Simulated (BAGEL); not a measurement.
# HF/6-31G(d) (density fitting with qzvpp-jkfit, spherical functions) run of CH3ClOSi (SMILES CO[Si]Cl)

Aim: the vertical ionisation energy of CH3ClOSi at HF/6-31G* (density fitting with qzvpp-jkfit, spherical functions), from 2 runs. 

The results are computed with BAGEL 1.2.2.

4 further runs of the same task are left out: 3 that didn't finish, 1 set aside as unsound or not needed. Runs told in other sessions of the task aren't counted.

### Step 1. Starting point

CH3ClOSi has 7 atoms, charge 0, and is taken as a singlet. SMILES: `CO[Si]Cl`. The coordinates come from a PBE0-D4/def2-TZVP relaxation. This is one conformer, not always the lowest.

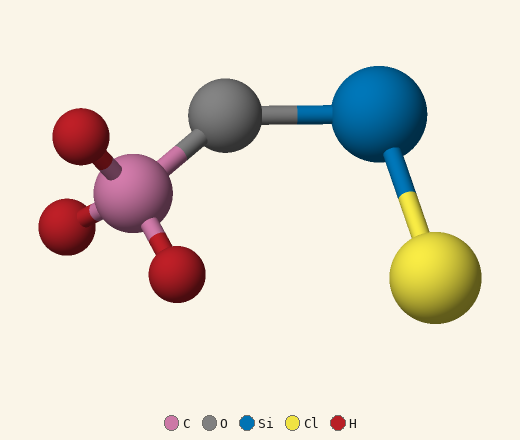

Viewed from a chosen angle; carbon pink, oxygen grey, silicon blue, chlorine yellow, hydrogen red.

### Step 2. The energy at HF/6-31G(d) (density fitting with qzvpp-jkfit, spherical functions)

calc.json reads:

```json
{ "bagel" : [

{
  "title" : "molecule",
  "basis" : "6-31gs.json",
  "df_basis" : "qzvpp-jkfit",
  "angstrom" : "true",
  "geometry" : [
    { "atom" : "C", "xyz" : [       0.358500,       0.753000,       0.161900 ] },
    { "atom" : "O", "xyz" : [       0.325300,      -0.536800,       0.737700 ] },
    { "atom" : "Si", "xyz" : [      -0.350800,      -1.972000,       0.392500 ] },
    { "atom" : "Cl", "xyz" : [      -1.396200,      -1.586200,      -1.406400 ] },
    { "atom" : "H", "xyz" : [      -0.214900,       0.786500,      -0.766400 ] },
    { "atom" : "H", "xyz" : [      -0.058000,       1.466900,       0.874700 ] },
    { "atom" : "H", "xyz" : [       1.397200,       1.020600,      -0.039700 ] }
  ]
},

{
  "title" : "hf"
},

{
  "title" : "print",
  "file" : "orbitals.molden",
  "orbitals" : "true"
}

]}
```

The basis set 6-31G* is read from a file made from the Basis Set Exchange's data (not shown).

On the command line:

```sh
$ BAGEL_NUM_THREADS=1 BAGEL calc.json > calc.out
```

Output:

```text
* using 1 threads per process

  ===============================================================
  ===============================================================

  *** Geometry ***

  { "atom" : "C", "xyz" : [      0.677467,      1.422964,      0.305947 ] },
  { "atom" : "O", "xyz" : [      0.614728,     -1.014405,      1.394051 ] },
  { "atom" : "Si", "xyz" : [     -0.662916,     -3.726540,      0.741718 ] },
  { "atom" : "Cl", "xyz" : [     -2.638436,     -2.997484,     -2.657711 ] },
  { "atom" : "H", "xyz" : [     -0.406102,      1.486270,     -1.448286 ] },
  { "atom" : "H", "xyz" : [     -0.109604,      2.772039,      1.652943 ] },
  { "atom" : "H", "xyz" : [      2.640325,      1.928654,     -0.075022 ] },

  Number of auxiliary basis functions:      462

  Since a DF basis is specified, we compute 2- and 3-index integrals:
    o Being stored without compression. Storage requirement is 0.018 GB

  Number of basis functions:       70
  Number of electrons      :       48

    * METHOD: MOLECULE                             0.17

  *** RHF ***

  === Nuclear Repulsion ===
   200.7169850308

      * DIIS with orbital gradients will be used.

  === RHF iteration (6-31gs.json) ===
      0       -862.75402041          0.01924992           0.04
      1       -862.85458741          0.01438947           0.04
      2       -862.92248923          0.00153297           0.04
      3       -862.92419138          0.00046392           0.04
      4       -862.92438211          0.00011641           0.04
      5       -862.92440188          0.00003180           0.04
      6       -862.92440344          0.00000950           0.04
      7       -862.92440354          0.00000268           0.04
      8       -862.92440355          0.00000109           0.04
      9       -862.92440355          0.00000035           0.04
     10       -862.92440355          0.00000010           0.04
     11       -862.92440355          0.00000004           0.04
     12       -862.92440355          0.00000001           0.04
     13       -862.92440355          0.00000000           0.04
    * SCF iteration converged.

    * Permanent dipole moment:
           (   -0.415097,    -0.646145,    -0.325491) a.u.

    * METHOD: HF                                   0.70

    * METHOD: PRINT                                0.01

  ===============================================================
```

Wall time 1 s (1 thread of Arm Neoverse V2, shared host); peak memory 0.098 GiB.

### Step 3. The doublet cation, same level

hf.json reads:

```json
{ "bagel" : [

{
  "title" : "molecule",
  "basis" : "6-31gs.json",
  "df_basis" : "qzvpp-jkfit",
  "angstrom" : true,
  "geometry" : [
    { "atom" : "C", "xyz" : [       0.358500,       0.753000,       0.161900 ] },
    { "atom" : "O", "xyz" : [       0.325300,      -0.536800,       0.737700 ] },
    { "atom" : "Si", "xyz" : [      -0.350800,      -1.972000,       0.392500 ] },
    { "atom" : "Cl", "xyz" : [      -1.396200,      -1.586200,      -1.406400 ] },
    { "atom" : "H", "xyz" : [      -0.214900,       0.786500,      -0.766400 ] },
    { "atom" : "H", "xyz" : [      -0.058000,       1.466900,       0.874700 ] },
    { "atom" : "H", "xyz" : [       1.397200,       1.020600,      -0.039700 ] }
  ]
},

{ "title" : "uhf", "charge" : 1, "nopen" : 1 },

{ "title" : "print", "file" : "orbitals.molden", "orbitals" : true }

]}
```

The basis set 6-31G* is read from a file made from the Basis Set Exchange's data (not shown).

On the command line:

```sh
$ BAGEL_NUM_THREADS=1 BAGEL hf.json > hf.out
```

Output:

```text
* using 1 threads per process

  ===============================================================
  ===============================================================

  *** Geometry ***

  { "atom" : "C", "xyz" : [      0.677467,      1.422964,      0.305947 ] },
  { "atom" : "O", "xyz" : [      0.614728,     -1.014405,      1.394051 ] },
  { "atom" : "Si", "xyz" : [     -0.662916,     -3.726540,      0.741718 ] },
  { "atom" : "Cl", "xyz" : [     -2.638436,     -2.997484,     -2.657711 ] },
  { "atom" : "H", "xyz" : [     -0.406102,      1.486270,     -1.448286 ] },
  { "atom" : "H", "xyz" : [     -0.109604,      2.772039,      1.652943 ] },
  { "atom" : "H", "xyz" : [      2.640325,      1.928654,     -0.075022 ] },

  Number of auxiliary basis functions:      462

  Since a DF basis is specified, we compute 2- and 3-index integrals:
    o Being stored without compression. Storage requirement is 0.018 GB

  Number of basis functions:       70
  Number of electrons      :       48

    * METHOD: MOLECULE                             0.17

  *** Open-shell HF ***

  === Nuclear Repulsion ===
   200.7169850308

      * DIIS with orbital gradients will be used.

  === UHF iteration (6-31gs.json) ===
      0       -862.38942612          0.03892782           0.09
      1       -862.51383237          0.03032745           0.08
      2       -862.55513576          0.02189766           0.09
      3       -862.59598282          0.00142775           0.08
      4       -862.59673210          0.00059461           0.08
      5       -862.59691498          0.00014539           0.08
      6       -862.59694827          0.00005347           0.08
      7       -862.59695528          0.00003174           0.08
      8       -862.59695798          0.00002102           0.08
      9       -862.59695983          0.00000939           0.08
     10       -862.59696016          0.00000401           0.08
     11       -862.59696020          0.00000182           0.08
     12       -862.59696022          0.00000076           0.08
     13       -862.59696022          0.00000037           0.08
     14       -862.59696022          0.00000022           0.08
     15       -862.59696022          0.00000011           0.08
     16       -862.59696022          0.00000005           0.08
     17       -862.59696022          0.00000002           0.08
     18       -862.59696022          0.00000001           0.08
     19       -862.59696022          0.00000001           0.08
     20       -862.59696022          0.00000001           0.08
    * SCF iteration converged.

    * S^2 (UHF) is 0.7692

    * Permanent dipole moment:
           (   -0.362642,     0.861081,    -0.977435) a.u.

    * METHOD: UHF                                  1.87

    * METHOD: PRINT                                0.01

  ===============================================================
```

It took 2.2 s on 1 thread of Arm Neoverse V2, shared host; peak memory 0.099 GiB.

### Step 4. Results

Level: HF/6-31G* (density fitting with qzvpp-jkfit, spherical functions).

```
                                          quantity          value
                    singlet CH3ClOSi: total energy  -862.92440 Eh
                   singlet CH3ClOSi: dipole moment         2.12 D
                     singlet CH3ClOSi: HOMO energy       -9.91 eV
                     singlet CH3ClOSi: LUMO energy        1.29 eV
                   singlet CH3ClOSi: HOMO–LUMO gap       11.20 eV
                      doublet cation: total energy  -862.59696 Eh
                              doublet cation: ⟨S²⟩          0.769
vertical ionisation energy (to the doublet cation)       8.910 eV
```

**Reading.** Removing an electron at fixed nuclei costs 8.91 eV (205 kcal/mol). −ε(HOMO) before ionisation, 9.91 eV, is 1.00 eV above this ionisation energy.
